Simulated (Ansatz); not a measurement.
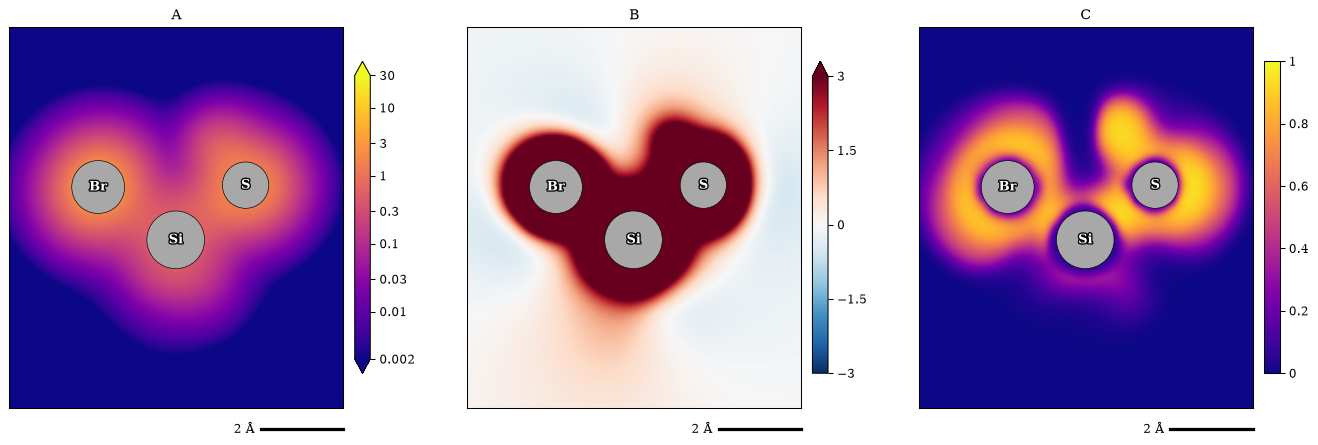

BrH4NSSi (SMILES N[SiH](S)Br): 3 fields on the plane of atoms S3, Si2 and Br4, with unlabelled colour scales. Grey discs cover the atomic cores.

Theory: RKS PBE-D4/def2-SVP (Ansatz 0.2.0).

Input

```
crystal:
  periodic: [false, false, false]
  atoms:
    - { symbol: "N", position_ang: [-0.1139, 1.3785, 0.2918] }
    - { symbol: Si, position_ang: [0.3468, -0.1231, -0.1835] }
    - { symbol: S, position_ang: [-0.2345, -1.4203, 1.3831] }
    - { symbol: Br, position_ang: [-0.6983, -0.6271, -2.0023] }
    - { symbol: H, position_ang: [-0.2039, 2.0087, -0.5618] }
    - { symbol: H, position_ang: [-1.1164, 1.3665, 0.6231] }
    - { symbol: H, position_ang: [1.8324, -0.1098, -0.4227] }
    - { symbol: H, position_ang: [0.2798, -2.5306, 0.8164] }
basis:
  gaussian: { orbitals: def2-SVP }
hamiltonian:
  xc: pbe
  dispersion: d4
relax:
  f_tol: 0.015
  max_steps: 40
output:
  orbitals: {}
```

Launched as:

```sh
ansatz run input.yaml --threads 2 --pin off --max-ram 3072MiB --backend cpu --events-out ev --progress --plain --runs-dir out
```

The fields are those of the relaxed geometry.

Which field does each panel show? The fields are: electron density, electron localisation function and electrostatic potential.

Panel A: electron density. Panel B: electrostatic potential (strongly positive close to the atoms and fading to about zero outside). Panel C: electron localisation function. From the grid: Si–S (2.15 Å): the density is about 0.8 e/Å³ at the midpoint; the ELF peaks at about 0.90 between the atoms: localised, covalent bonding. Si–Br (2.27 Å): ρ at the midpoint is about 0.69 e/Å³, with its minimum of 0.54 e/Å³ about 0.8 Å from Si; the ELF peaks at about 0.85 between the atoms: a shared but strongly polarised pair.
